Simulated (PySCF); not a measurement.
```
atom    x (Å)    y (Å)    z (Å)
   C  -2.4012  -0.0019  -1.8209
   C  -1.4812  -0.7326  -0.8710
   S   0.2340  -0.2653  -1.2816
   O   0.4649  -0.7110  -2.6378
   O   0.3481   1.1706  -1.0915
   N   1.1812  -1.0839  -0.2880
   S   1.1978  -0.5158   1.1775
   O  -0.0974  -0.0920   1.6659
   O   1.9331  -1.3869   2.0552
   C   2.1781   1.0808   1.0827
   F   3.4342   0.8350   0.6515
   F   2.3008   1.6262   2.3169
   H  -2.2202   1.0661  -1.7281
   H  -2.1705  -0.2979  -2.8421
   H  -3.4499  -0.2111  -1.6098
   H  -1.6130  -0.4431   0.1661
   H  -1.5247  -1.8120  -0.9804
   H   1.6770   1.7810   0.4097
```

Geometry: GFN2-xTB.

Level of theory: PBE0/pcSseg-1, SCF density, gas phase, non-relativistic in PySCF 2.14.0.

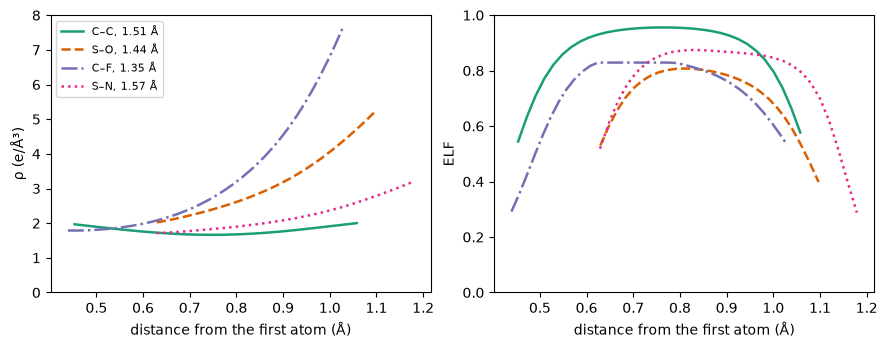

C3H6F2NO4S2 (SMILES CCS(=O)(=O)[N-]S(=O)(=O)C(F)F) (charge −1). Total electron density and ELF along straight lines between neighbouring atoms. The curves leave out the atomic cores.

What kind of bonding do the profiles show?

Answer. C–C (1.51 Å): ρ at the midpoint is about 1.7 e/Å³; the ELF peaks at about 0.95 between the atoms, as expected for localised, covalent bonding.
S–O (1.44 Å): ρ at the midpoint is about 2.3 e/Å³; the ELF peaks at about 0.80 between the atoms; a short, strongly polar bond.
C–F (1.35 Å): ρ at the midpoint is about 2.3 e/Å³, with its minimum of 1.8 e/Å³ about 0.5 Å from C; the ELF peaks at about 0.85 between the atoms: a polar covalent bond.
S–N (1.57 Å): ρ at the midpoint is about 1.9 e/Å³; the ELF peaks at about 0.85 between the atoms, as expected for a covalent bond.
